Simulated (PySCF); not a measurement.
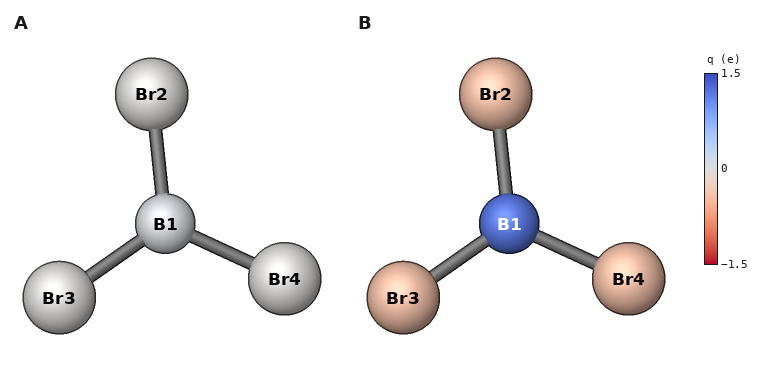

Atomic charges of one calculation by 2 schemes, on one colour scale. Computed geometry: PBE0/def2-TZVP optimisation. Method: PBE0/def2-TZVP (PySCF 2.14.0).

**The schemes are Mulliken, atomic polar tensor. Which panel shows which?**

A Mulliken, B atomic polar tensor.

List the charges (e), one line for each set of equivalent atoms.

```tsv
atom	Mulliken	atomic polar tensor
B1	0.05	1.18
Br2, Br3, Br4	−0.02	−0.39
```
